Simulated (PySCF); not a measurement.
Molecule: SMILES [CH3][Al]([CH3])/[CH]=C/[SiH2]N. Atoms near the plane z = 0.0 Å, at the GFN2-xTB optimised geometry (x, y, z in Å): Si1 (0.1, 0.6, 0.0), H8 (1.6, 0.6, 0.0), H9 (-0.5, 1.9, 0.0), H13 (-1.6, -1.9, 0.5).

Computed with PBE0/def2-SVP in PySCF 2.14.0. Cells within 0.4 Å of a nucleus heavier than hydrogen are left out (blank, or x). The values are rescaled to run from 0 to 1.

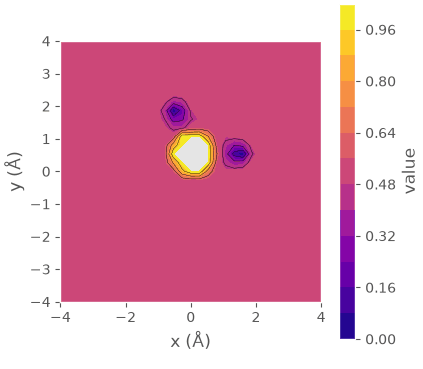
Figure: a field on the plane z = 0.0 Å.

**Question.** Which quantity is mapped?
(A) deformation density (molecule minus spherical neutral atoms)
(B) Laplacian of the electron density
(C) an orbital amplitude
(D) electrostatic potential

**Answer.** B, Laplacian of the electron density. In full: Laplacian of the electron density (e/bohr⁵), clipped to [-1.50, 1.50].
